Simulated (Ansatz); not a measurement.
# Ligand exchange: C3H7FSn + HBr → C2H5FSn + CH3Br

Gas-phase species: C3H7FSn `C[CH](C)[Sn][F]`, singlet; HBr (hydrogen bromide), singlet; C2H5FSn `C[CH2][Sn][F]`, singlet; CH3Br (bromomethane) `CBr`, singlet. The partners trade CH3 for H: C–CH3 and Br–H bonds give way to C–H and Br–CH3.

Shapes, held fixed at every level: PBE0-D4/def2-TZVP. Flexible molecules stand in one conformer, not always the lowest. Programs: Ansatz 0.2.0. The zero-point and thermal change to 298 K, harmonic and unscaled (PBE0-D4/def2-TZVP), is +5.6 kJ/mol.

```csv
level,kind,ΔH(298 K) (kJ/mol),less CCSD(T)/def2-TZVPP
SPW92/def2-TZVPP,LDA,+27.9,+7.1
r2SCAN-D4/def2-TZVPP,meta-GGA,+17.5,-3.3
B3LYP-D4/def2-TZVPP,global hybrid,+15.6,-5.2
r2SCAN0-D4/def2-TZVPP,global hybrid,+18.1,-2.7
MP2/def2-SVP,perturbation theory,+37.8,+17.0
MP2/def2-TZVPP,perturbation theory,+22.7,+1.9
CCSD/def2-SVP,coupled cluster or CI,+36.0,+15.2
CCSD(T)/def2-TZVPP,coupled cluster or CI,+20.8,0.0
```

The highest level, CCSD(T)/def2-TZVPP, gives ΔH(298 K) = +20.8 kJ/mol; the levels span +15.6 to +37.8. The column of differences is taken from that level and isn't an error. No measured value is set beside it here. For atoms past krypton def2 sets carry core potentials with scalar relativity. Relativity is left out for Br. Outer-core shells of Br, Sn are correlated, in sets that cover them unevenly.

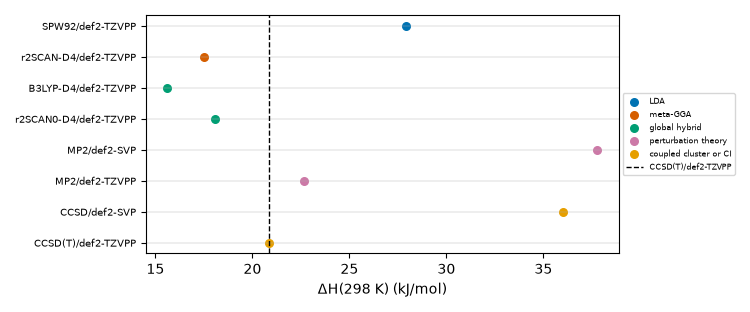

The values of the table, level by level.
